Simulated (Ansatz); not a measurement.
# A hypothetical structure for CdCu2Si2

This structure for CdCu2Si2 is made up. Its elements were placed in a known structure type with a cell scaled to their sizes. What cell does the guess relax to, and how far off was it?

Method: DFT, PBEsol, plane-wave PAW, default files, scalar-relativistic, ferromagnetic start, cell and ions relaxed at zero pressure, in the first sound run; inputs show where later runs differ, in Ansatz 0.2.0.

## 1. The structure

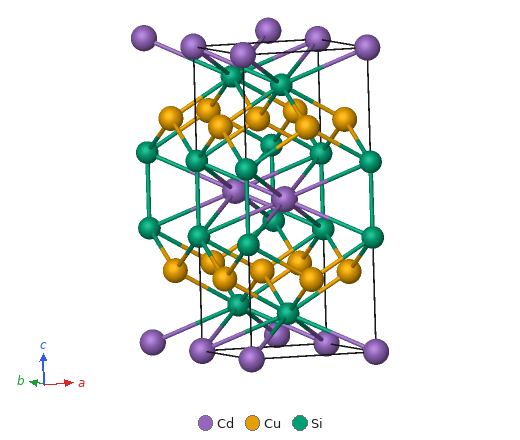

Start, viewed from a free direction; cadmium purple, copper orange, silicon teal. 1×2×1 cells are drawn. This picture shows the conventional cell, with its axes. Some periodic images of atoms are drawn too.

Coordinates:

```cif
data_structure
_symmetry_space_group_name_H-M 'P 1'
_symmetry_Int_Tables_number 1
_cell_length_a 5.3526
_cell_length_b 5.3526
_cell_length_c 5.3526
_cell_angle_alpha 136.256
_cell_angle_beta 136.256
_cell_angle_gamma 63.584
_cell_volume 72.36
loop_
_atom_site_label
_atom_site_type_symbol
_atom_site_fract_x
_atom_site_fract_y
_atom_site_fract_z
_atom_site_occupancy
Cd1 Cd 0.00000 0.00000 0.00000 1
Cu2 Cu 0.25000 0.75000 0.50000 1
Cu3 Cu 0.75000 0.25000 0.50000 1
Si4 Si 0.62410 0.62410 0.00000 1
Si5 Si 0.37590 0.37590 0.00000 1
```

## 2. Relaxation of the guess

The guess takes its coordinates from another compound and its volume from a rule, so the cell and any free coordinates are relaxed together.

input.yaml reads:

```yaml
crystal:
  lattice:
    - [-1.994, 1.994, 4.5495]
    - [1.994, -1.994, 4.5495]
    - [1.994, 1.994, -4.5495]
  atoms:
    - { symbol: Cd, position: [0.0, 0.0, 0.0] }
    - { symbol: Cu, position: [0.25, 0.75, 0.5], spin: 0.6 }
    - { symbol: Cu, position: [0.75, 0.25, 0.5], spin: 0.6 }
    - { symbol: Si, position: [0.6241, 0.6241, 0.0] }
    - { symbol: Si, position: [0.3759, 0.3759, 0.0] }
magnetization:
  spin_polarized: true
kpoints:
  mp_grid: { grid: [9, 9, 9] }
scf:
  occupations: { method: fermi_dirac, width: 0.05 }
hamiltonian:
  xc: pbesol
  pseudopotentials: { kind: paw }
relax:
  f_tol: 0.015
  max_steps: 70
  cell: {}
output:
  forces: true
  stress: true
```

Started as:

```console
> ansatz run input.yaml --threads 4 --pin off --max-ram 8192MiB --backend cpu --events-out ev --progress --plain --runs-dir out
```

Numbers of over 12 decimals in the logs are rounded to 6 here.

What it wrote:

```text
Engine: ansatz 0.2.0, aarch64-unknown-linux-gnu
Pseudopotentials: kind: paw
Pseudopotential: Cd, paw, valence charge 20, recommended cutoff 420 eV (normal), Cd.paw.azcp
Pseudopotential: Cu, paw, valence charge 19, recommended cutoff 420 eV (normal), Cu.paw.azcp
Pseudopotential: Si, paw, valence charge 4, recommended cutoff 420 eV (normal), Si.paw.azcp
Functional definition: PBEsol
  exchange = pbesol_x
  correlation = pbesol_c
Crystal: 5 atoms, lattice volume = 72.356 Å³
Basis set: ecut = 420 eV, 1395 PW (Γ), exchange–correlation on 72×72×72 points (8 copies of the dense FFT grid, shifted against one another)
Bands: 41, of which v1, the nominal top of the filled ones, is band 33 counted from 1 (32 counted from 0)
Symmetry: 16 space group operations
Space group: I4/mmm (ITA 139), of the structure as read, at distance tolerance 4.2e-5 Å
Magnetic group: BNS 139.531 (UNI 1191), of the structure as read, at distance tolerance 4.2e-5 Å
k-points: 75 of 729
Non-local potential: Cd, projectors of the file, l = 0: 3, l = 1: 2, l = 2: 2, l = 3: 1
Non-local potential: Cu, projectors of the file, l = 0: 3, l = 1: 2, l = 2: 3, l = 3: 1
Non-local potential: Si, projectors of the file, l = 0: 2, l = 1: 2, l = 2: 2
PAW form: soft (Blöchl's): semilocal exchange-correlation on the pseudo side does not see the compensation charge
PAW frozen core: Cd, regenerated for the run's functional, and the local potential with it (the file was generated under x = pbe(κ = 0.804, μ = 0.219515), c = pbe(β = 0.066725))
PAW frozen core: Cu, regenerated for the run's functional, and the local potential with it (the file was generated under x = pbe(κ = 0.804, μ = 0.219515), c = pbe(β = 0.066725))
PAW frozen core: Si, regenerated for the run's functional, and the local potential with it (the file was generated under x = pbe(κ = 0.804, μ = 0.219515), c = pbe(β = 0.066725))
PAW one-centre angular grid: Cd, 590 points (default); XC on 64 Gauss nodes
PAW one-centre angular grid: Cu, 590 points (default); XC on 64 Gauss nodes
PAW one-centre angular grid: Si, 110 points (default); XC on 64 Gauss nodes
Initial density: superposition of atomic densities (chi_scale 0.1, normalization cell)
Starting moments: Σ|m| = 1.2 μB on 2 of 5 sites
Initial wavefunctions: pseudopotential atomic-orbital guess
Functional: x = pbesol(κ = 0.804, μ = 0.123457), c = pbesol(β = 0.046)
SCF iter   1: F=—  HF=-22608.817164 eV  |F-HF|=—  |Δ(HF+E_count)|=         —  Δρ=1.65e-1 (↑1.65e-1 ↓1.06e-1)  dr2=3.86e1  dr2_m=6.37e-1  M=0.338 μB ∫|m|=0.441 μB  β_m=0.30  ethr=3.10e-3  ⟨swp⟩=6.5  Hψ=23884  notcnv=0  defer=17
preconditioner: auto → Kerker (q_TF=auto, 2.687 Å⁻¹)  [metal: Δε(μ)=0.003 eV  Ē_g=8.856 eV  σ=0.050 eV  W_gap=0.02  n_scr=30 (ndim 8)  ℏωp=28.3 eV  f_vac=0.000  D(μ)=2.20/eV (n_scr^D=14)]
spin=Collinear: Kerker preconditioning applied to the charge; magnetization (m = ρ↑ − ρ↓) channel mixes plain (no charge-response kernel on spin).
SCF iter   2: F=—  HF=-22605.264236 eV  |F-HF|=—  |Δ(HF+E_count)|=    3.55e0  Δρ=6.18e-2 (↑2.33e-2 ↓6.18e-2)  dr2=2.27e0  dr2_m=7.75e-1  M=0.094 μB ∫|m|=0.142 μB  β_m=0.30  ethr=3.10e-3  ⟨swp⟩=3.0  Hψ=15966  notcnv=0  defer=284
SCF iter   3: F=—  HF=-22604.245721 eV  |F-HF|=—  |Δ(HF+E_count)|=    1.02e0  Δρ=4.27e-2 (↑4.27e-2 ↓1.75e-2)  dr2=1.76e0  dr2_m=3.81e-1  M=0.094 μB ∫|m|=0.143 μB  β_m=0.30  ethr=3.10e-3  ⟨swp⟩=2.1  Hψ=10293  notcnv=0  defer=294
SCF iter   4: F=—  HF=-22603.684107 eV  |F-HF|=—  |Δ(HF+E_count)|=   5.62e-1  Δρ=2.15e-2 (↑1.75e-2 ↓2.15e-2)  dr2=6.48e-2  dr2_m=2.33e-1  M=0.061 μB ∫|m|=0.095 μB  β_m=0.30  ethr=2.66e-3  ⟨swp⟩=2.4  Hψ=10371  notcnv=0  defer=303
SCF iter   5: F=—  HF=-22603.764668 eV  |F-HF|=—  |Δ(HF+E_count)|=   8.06e-2  Δρ=2.95e-2 (↑3.52e-3 ↓2.95e-2)  dr2=4.68e-1  dr2_m=1.37e-1  M=0.041 μB ∫|m|=0.067 μB  β_m=0.30  ethr=9.82e-5  ⟨swp⟩=2.0  Hψ=13201  notcnv=0  defer=302
SCF iter   6: F=—  HF=-22603.737460 eV  |F-HF|=—  |Δ(HF+E_count)|=   2.72e-2  Δρ=1.77e-2 (↑4.04e-3 ↓1.77e-2)  dr2=1.28e-1  dr2_m=7.52e-2  M=0.032 μB ∫|m|=0.053 μB  β_m=0.30  ethr=9.82e-5  ⟨swp⟩=2.0  Hψ=8894  notcnv=0  defer=302
Mixer restart at iter 6: flushing history
spin-set hold released at iteration 6 (site moments contracting): the magnetisation degrees of freedom join the quasi-Newton model from the next iteration; the mixer history was flushed
SCF iter   7: F=—  HF=-22603.725095 eV  |F-HF|=—  |Δ(HF+E_count)|=   1.24e-2  Δρ=9.16e-3 (↑6.88e-3 ↓9.16e-3)  dr2=1.39e-2  dr2_m=4.16e-2  M=0.024 μB ∫|m|=0.042 μB  β_m=0.49  ethr=9.82e-5  ⟨swp⟩=2.0  Hψ=8704  notcnv=0  defer=303
SCF iter   8: F=—  HF=-22603.731144 eV  |F-HF|=—  |Δ(HF+E_count)|=   6.05e-3  Δρ=8.46e-3 (↑1.88e-3 ↓8.46e-3)  dr2=5.73e-2  dr2_m=7.53e-3  M=0.009 μB ∫|m|=0.020 μB  β_m=0.44  ethr=2.11e-5  ⟨swp⟩=2.0  Hψ=13018  notcnv=0  defer=300
SCF iter   9: F=—  HF=-22603.720837 eV  |F-HF|=—  |Δ(HF+E_count)|=   1.03e-2  Δρ=1.87e-3 (↑1.87e-3 ↓8.52e-4)  dr2=2.56e-3  dr2_m=1.85e-4  M=0.001 μB ∫|m|=0.006 μB  β_m=0.72  ethr=2.11e-5  ⟨swp⟩=2.0  Hψ=11319  notcnv=0  defer=300
SCF iter  10: F=—  HF=-22603.721320 eV  |F-HF|=—  |Δ(HF+E_count)|=   4.82e-4  Δρ=1.22e-4 (↑1.22e-4 ↓1.16e-4)  dr2=3.43e-5  dr2_m=7.49e-8  M=-0.000 μB ∫|m|=0.000 μB  β_m=0.70  ethr=3.88e-6  ⟨swp⟩=2.0  Hψ=8174  notcnv=0  defer=300
SCF iter  11: F=—  HF=-22603.721335 eV  |F-HF|=—  |Δ(HF+E_count)|=   1.51e-5  Δρ=9.06e-5 (↑7.61e-5 ↓9.06e-5)  dr2=1.68e-5  dr2_m=5.99e-8  M=-0.000 μB ∫|m|=0.000 μB  β_m=0.85  ethr=5.20e-8  ⟨swp⟩=2.0  Hψ=9437  notcnv=0  defer=300
SCF iter  12: F=—  HF=-22603.721342 eV  |F-HF|=—  |Δ(HF+E_count)|=   7.21e-6  Δρ=3.72e-5 (↑3.72e-5 ↓3.64e-5)  dr2=5.09e-6  dr2_m=4.02e-9  M=-0.000 μB ∫|m|=0.000 μB  β_m=0.93  ethr=2.55e-8  ⟨swp⟩=2.0  Hψ=7574  notcnv=0  defer=300
SCF iter  13: F=—  HF=-22603.721341 eV  |F-HF|=—  |Δ(HF+E_count)|=   1.06e-6  Δρ=8.07e-6 (↑6.46e-6 ↓8.07e-6)  dr2=2.29e-7  dr2_m=4.16e-9  M=-0.000 μB ∫|m|=0.000 μB  β_m=0.91  ethr=7.71e-9  ⟨swp⟩=2.8  Hψ=9204  notcnv=0  defer=300
SCF iter  14: F=—  HF=-22603.721341 eV  |F-HF|=—  |Δ(HF+E_count)|=   1.35e-8  Δρ=1.44e-6 (↑1.44e-6 ↓1.30e-6)  dr2=8.20e-9  dr2_m=2.66e-10  M=0.000 μB ∫|m|=0.000 μB  β_m=0.96  ethr=1.52e-10  ⟨swp⟩=4.0  Hψ=18362  notcnv=0
SCF iter  15: F=-22603.721341 eV  HF=-22603.721341 eV  |F-HF|=2.91e-10  |Δ(HF+E_count)|=   1.38e-9  Δρ=3.61e-7 (↑3.61e-7 ↓3.60e-7)  dr2=6.23e-10  dr2_m=5.57e-13  M=0.000 μB ∫|m|=0.000 μB  ethr=1.24e-11  ⟨swp⟩=3.0  Hψ=13460  notcnv=0
[...]
the starting moments were not kept: the SCF closed with an absolute magnetisation of 1.8e-6 μB, where they sum to 1.2 μB in size (2 sites). That is at most 0.1 of that sum. Measured as dr2_m measures the in/out step, that magnetisation stands 2.3e-13 eV from none, at or under the dr2_threshold of 5.0e-7 eV: it is no larger than a step whose dr2_m would equal this threshold.
SCF 3 converged in 8 iterations: F = -22603.996751 eV  dr2 = 3.98e-8
relax step   3: F+E_penalty+E_count = -22603.99675115 eV  Δ(F+E_penalty+E_count) = -7.694e-2 eV  max|allowed force component| = 4.278e-2 eV/Å  Δτ_max = 0.0504 Å  P = -0.013 GPa  Ω = 76.459 Å³  energy of the carried Pulay correction = -1.545e-3 eV  (8 SCF iters, dr2 threshold 5.00e-7 eV, accepted)
[...]
relax step   4: F+E_penalty+E_count = -22603.99901680 eV  Δ(F+E_penalty+E_count) = -2.266e-3 eV  max|allowed force component| = 4.732e-2 eV/Å  Δτ_max = 0.0067 Å  P = -0.037 GPa  Ω = 76.297 Å³  energy of the carried Pulay correction = -1.485e-3 eV  (6 SCF iters, dr2 threshold 5.00e-7 eV, accepted)
[...]
relax step   5: F+E_penalty+E_count = -22603.99914690 eV  Δ(F+E_penalty+E_count) = -1.301e-4 eV  max|allowed force component| = 4.924e-3 eV/Å  Δτ_max = 0.0011 Å  P = +0.015 GPa  Ω = 76.253 Å³  energy of the carried Pulay correction = -1.470e-3 eV  (6 SCF iters, dr2 threshold 1.40e-7 eV, accepted)
[...]
relax step   6: F+E_penalty+E_count = -22604.00509520 eV  Δ(F+E_penalty+E_count) = -5.948e-3 eV  max|allowed force component| = 6.080e-3 eV/Å  Δτ_max = 0.0000 Å  P = +0.164 GPa  Ω = 76.253 Å³  stress off target by 4.31e-1 GPa  SCF on the basis re-selected at this cell (its energy is not comparable with the rows above)  (9 SCF iters)
[...]
relax step   7: F+E_penalty+E_count = -22604.00547463 eV  Δ(F+E_penalty+E_count) = -3.794e-4 eV  max|allowed force component| = 8.838e-4 eV/Å  Δτ_max = 0.0020 Å  P = +0.001 GPa  Ω = 76.310 Å³  energy of the carried Pulay correction = -2.460e-5 eV  (5 SCF iters, dr2 threshold 4.64e-7 eV, accepted)
iter 1 solved again at ethr=3.58e-7 eV; its pass at ethr=3.10e-3 eV (dr2=2.36e-4 eV) is discarded
SCF iter   1: F=—  HF=-22604.005491 eV  |F-HF|=—  |Δ(HF+E_count)|=         —  Δρ=1.10e-4 (↑1.10e-4 ↓1.10e-4)  dr2=8.69e-7  dr2_m=1.57e-11  M=-0.000 μB ∫|m|=0.000 μB  β_m=0.30  ethr=3.58e-7  ⟨swp⟩=3.0  Hψ=38634  notcnv=0
preconditioner: auto → Kerker (q_TF=auto, 2.663 Å⁻¹)  [metal: Δε(μ)=0.005 eV  Ē_g=9.629 eV  σ=0.050 eV  W_gap=0.03  n_scr=32 (ndim 8)  ℏωp=27.5 eV  f_vac=0.000  D(μ)=2.23/eV (n_scr^D=14)]
spin=Collinear: Kerker preconditioning applied to the charge; magnetization (m = ρ↑ − ρ↓) channel mixes plain (no charge-response kernel on spin).
SCF iter   2: F=—  HF=-22604.005496 eV  |F-HF|=—  |Δ(HF+E_count)|=   4.71e-6  Δρ=7.75e-5 (↑7.75e-5 ↓7.75e-5)  dr2=4.27e-7  dr2_m=8.95e-12  M=-0.000 μB ∫|m|=0.000 μB  β_m=0.56  ethr=1.32e-9  ⟨swp⟩=1.6  Hψ=6663  notcnv=0
SCF iter   3: F=—  HF=-22604.005504 eV  |F-HF|=—  |Δ(HF+E_count)|=   8.81e-6  Δρ=2.33e-5 (↑2.33e-5 ↓2.33e-5)  dr2=4.96e-7  dr2_m=9.88e-13  M=-0.000 μB ∫|m|=0.000 μB  β_m=0.43  ethr=6.47e-10  ⟨swp⟩=2.0  Hψ=8077  notcnv=0
SCF iter   4: F=—  HF=-22604.005505 eV  |F-HF|=—  |Δ(HF+E_count)|=   3.17e-7  Δρ=2.57e-6 (↑2.57e-6 ↓2.55e-6)  dr2=1.19e-8  dr2_m=1.48e-13  M=-0.000 μB ∫|m|=0.000 μB  β_m=0.72  ethr=6.47e-10  ⟨swp⟩=2.0  Hψ=7963  notcnv=0
SCF iter   5: F=—  HF=-22604.005505 eV  |F-HF|=—  |Δ(HF+E_count)|=  3.89e-10  Δρ=1.02e-6 (↑1.02e-6 ↓1.02e-6)  dr2=2.36e-9  dr2_m=1.18e-14  M=-0.000 μB ∫|m|=0.000 μB  β_m=0.84  ethr=1.81e-11  ⟨swp⟩=2.0  Hψ=8098  notcnv=0
SCF iter   6: F=—  HF=-22604.005505 eV  |F-HF|=—  |Δ(HF+E_count)|=   1.77e-7  Δρ=6.35e-7 (↑6.33e-7 ↓6.35e-7)  dr2=9.83e-10  dr2_m=9.19e-16  M=-0.000 μB ∫|m|=0.000 μB  β_m=0.92  ethr=3.58e-12  ⟨swp⟩=1.1  Hψ=6158  notcnv=0
SCF iter   7: F=-22604.005505 eV  HF=-22604.005505 eV  |F-HF|=1.46e-11  |Δ(HF+E_count)|=  1.78e-10  Δρ=4.84e-8 (↑4.84e-8 ↓4.84e-8)  dr2=5.43e-12  dr2_m=1.33e-17  M=0.000 μB ∫|m|=0.000 μB  ethr=1.00e-12  ⟨swp⟩=3.0  Hψ=21980  notcnv=0
the starting moments were not kept: the SCF closed with an absolute magnetisation of 1.9e-9 μB, where they sum to 1.2 μB in size (2 sites). That is at most 0.1 of that sum. Measured as dr2_m measures the in/out step, that magnetisation stands 1.9e-18 eV from none, at or under the dr2_threshold of 5.0e-11 eV: it is no larger than a step whose dr2_m would equal this threshold.
SCF 8 converged in 7 iterations: F = -22604.005505 eV  dr2 = 5.43e-12
relax step   8: F+E_penalty+E_count = -22604.00550491 eV  Δ(F+E_penalty+E_count) = -3.027e-5 eV  max|allowed force component| = 9.133e-4 eV/Å  Δτ_max = 0.0000 Å  P = +0.000 GPa  Ω = 76.310 Å³  stress off target by 3.62e-2 GPa  SCF on the basis re-selected at this cell (its energy is not comparable with the rows above)  (7 SCF iters)
basis re-selected at this cell: Δ(F+E_penalty+E_count) = -3.027e-5 eV, ΔP = -0.001 GPa vs the last step (what re-selecting the basis moved, of the pressure what is left beyond the Pulay correction that the steps carried, after the strain that the cell walked since its last selection, with what the two solves' SCF thresholds leave and, on support functions, any second-order correction that the steps lacked; it is no m [...]
SCF converged after 7 iterations
Magnetization: 0.0000 μB (33.0000 up, 33.0000 down)
Absolute magnetization: 0.0000 μB (∫|ρ↑−ρ↓|, with the PAW one-centre terms)
Spin contamination: 0.0000 ħ² per cell (⟨S²⟩ above its minimum at these occupations)
Per-site moments (μB) at R_I (Å): [(3.0793782687183974e-11, 1.231564), (3.686912006370405e-10, 0.980037), (3.68691175876808e-10, 0.980037), (1.7645946843540036e-11, 0.952877), (1.7645954723398897e-11, 0.952877)]
Free energy (F): -22604.005505 eV
Harris-Foulkes:  -22604.005505 eV  (|F-HF|=1.46e-11)
Internal energy: -22603.987862 eV  (E = F + TS)
E sigma→0 (E₀):  -22603.996683 eV
Entropy (-TS):   -0.017643 eV (-3.529 meV/atom)
Fermi energy:    13.048834 eV
--- Per-component energies (eV) ---
  E_band       = -1243.164105
  E_kinetic    = 1187.751217
  E_local      = -13642.394470  (includes V_loc(G=0)·N_el)
  E_nonlocal   = 866.580063
  E_hartree    = 6164.649214
  E_xc         = -465.152795
  E_vxc        = -548.467805  (∫ρ·V_xc dr)
  E_paw        = -8260.041141  (= ΣΔE_a)
  E_vpaw       = -1435.932332  (= ΣTr[D̂ρ^β])
  E_aug_tail   = 0.000545  (compensation charges beyond the density's cutoff)
  E_ewald      = -8456.197979
  E_core_change = 0.817485  (= ΣΔE_core)
  E_smearing   = -0.017643  (= −TS)
  E_closure    = -0.000000  (closes the sum)
  Σ components = -22604.005505   (vs F -22604.005505, Δ=0.00e0)
--- Forces (eV/Å), atoms counted from 1 ---
  atom   1  Cd    -0.00000000    -0.00000000     0.00000000
  atom   2  Cu    -0.00000000    -0.00000000     0.00000000
  atom   3  Cu     0.00000000    -0.00000000    -0.00000000
  atom   4  Si    -0.00000000     0.00000000    -0.00091330
  atom   5  Si     0.00000000     0.00000000     0.00091330
  max |Σ_I F_I| component: 1.04e-17 eV/Å
--- Stress (GPa, compression-positive) ---
       -0.017477      -0.000000       0.000000
       -0.000000      -0.017477      -0.000000
        0.000000      -0.000000       0.036241
  P = ⅓ Tr σ = 0.0004 GPa (0.004 kbar)
--- Relaxed structure (6 steps of the walk, 6 accepted, 2 SCFs on fresh bases) ---
  F+E_penalty+E_count = -22604.00550491 eV   max|allowed force component| = 9.133e-4 eV/Å   (the final SCF, on the basis selected at the relaxed cell)
  cell:  # Å, volume = 76.3104 Å³
    - [-1.946771, 1.946771, 5.033774]
    - [1.946771, -1.946771, 5.033774]
    - [1.946771, 1.946771, -5.033774]
  atoms:
    - { symbol: Cd, position: [-3.4793607469586505e-19, -3.479360746958646e-19, 0] }
    - { symbol: Cu, position: [0.250000, 0.75, 0.500000] }
    - { symbol: Cu, position: [0.75, 0.250000, 0.500000] }
    - { symbol: Si, position: [0.614725, 0.614725, 0] }
    - { symbol: Si, position: [0.385275, 0.385275, 0] }
```

Wall time 67 s (4 threads of Arm Neoverse V1, shared host); peak memory 0.67 GiB; 4.3 min of CPU time.

Step by step:

| step | energy less that of the first step (eV) | largest force component (eV/Å) | pressure (GPa) | volume (Å³) |
| --- | --- | --- | --- | --- |
| 1 | 0.0000 | 0.6213 | 8.92 | 72.36 |
| 2 | -0.1985 | 0.4786 | 2.83 | 75.35 |
| 3 | -0.2754 | 0.0428 | -0.01 | 76.46 |
| 4 | -0.2777 | 0.0473 | -0.04 | 76.30 |
| 5 | -0.2778 | 0.0049 | 0.01 | 76.25 |
| 6* | -0.2838 | 0.0061 | 0.16 | 76.25 |
| 7 | -0.2841 | 0.0009 | 0.00 | 76.31 |
| 8* | -0.2842 | 0.0009 | 0.00 | 76.31 |

Relaxation steps marked * repeat the geometry before them on a plane-wave basis chosen anew for their cell, so energy and pressure can jump there.

Forces are held to the 16 operations that the run works with; a distortion that breaks them can't arise in this run.

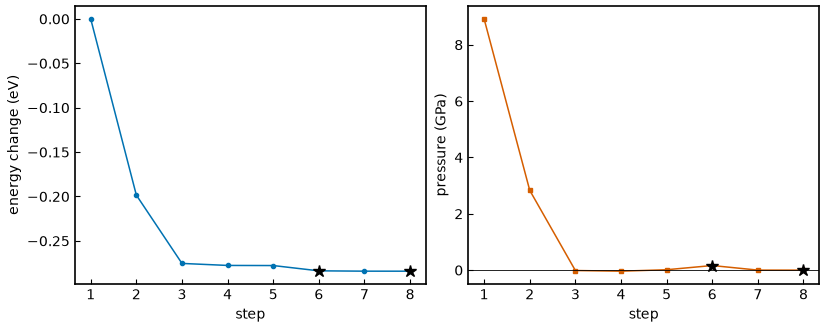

Energy and pressure along the relaxation. Stars mark steps on a basis chosen anew.

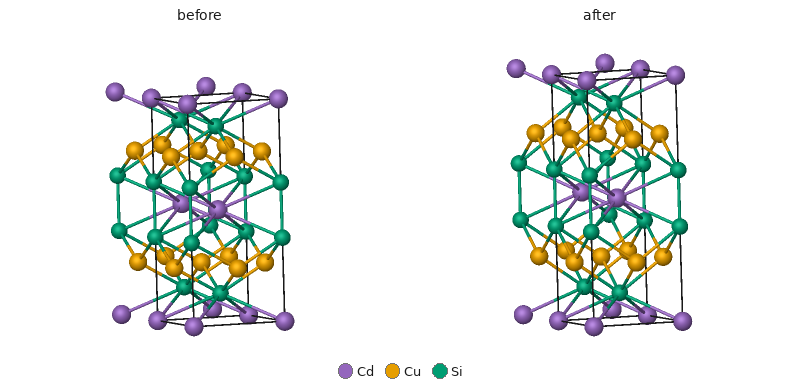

The structure before and after the relaxation, drawn at the same scale.

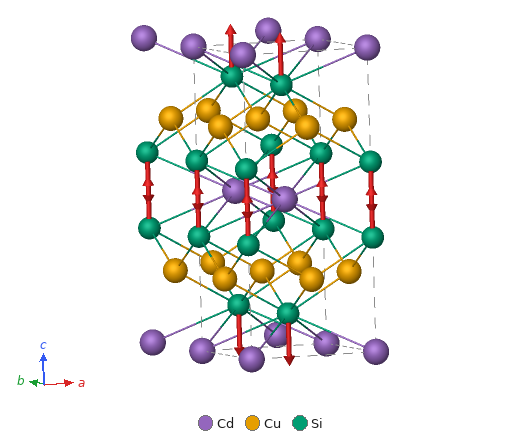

Displacements in the relaxation, exaggerated, measured against the changing cell; the longest in the cell stands for 0.09 Å. 1×2×1 conventional cells are drawn. Some periodic images of atoms are drawn too.

| conventional cell, symmetrised | before | after | change |
| --- | --- | --- | --- |
| a (Å) | 3.988 | 3.894 | -2.4 % |
| b (Å) | 3.988 | 3.894 | -2.4 % |
| c (Å) | 9.099 | 10.068 | +10.6 % |
| volume (Å³/atom) | 14.47 | 15.26 | +5.5 % |

The atoms that moved most (Å, as changes of fractional coordinates times the final cell):

| atom | dx | dy | dz | length |
| --- | --- | --- | --- | --- |
| Si4 | 0.000 | 0.000 | -0.094 | 0.094 |
| Si5 | 0.000 | 0.000 | 0.094 | 0.094 |

The relaxed structure:

```xyz
5
Lattice="-1.9468 1.9468 5.0338 1.9468 -1.9468 5.0338 1.9468 1.9468 -5.0338" Properties=species:S:1:pos:R:3 pbc="T T T"
Cd    0.0000    0.0000    0.0000
Cu    1.9468    0.0000    2.5169
Cu    0.0000    1.9468    2.5169
Si    0.0000    0.0000    6.1888
Si    0.0000    0.0000    3.8788
```

This step gave:

```yaml
free_energy: -22604.0055 eV
energy_at_zero_smearing: -22603.9967 eV
smearing_term_ts: 0.01764 eV
fermi_energy: 13.05 eV
electrons: 66
symmetry_operations: 16
pressure: 4.29e-4 GPa
```

Shortest distances by pair of elements, guess and relaxed (not always the same contact):

| pair | guess (Å) | relaxed (Å) |
| --- | --- | --- |
| Si–Si | 2.258 | 2.310 |
| Cu–Si | 2.300 | 2.376 |
| Cu–Cu | 2.820 | 2.753 |
| Cd–Si | 3.038 | 2.986 |
| Cd–Cu | 3.025 | 3.182 |

The relaxation ends with a largest force component of 9.1e-4 eV/Å and a pressure of 0.00 GPa. The starting moments have collapsed: the run ends non-magnetic.

[end of part 1 of 2]

[Logs are printed without paths, hosts, clocks, repeated set-up lines and the standing remarks that a program may print on its own settings, such as how far it seeks lower states.]

[Hosts, paths, dates, database ids (printed as entryN), source tags and the programs' standing remarks are cut or masked in the printed files.]
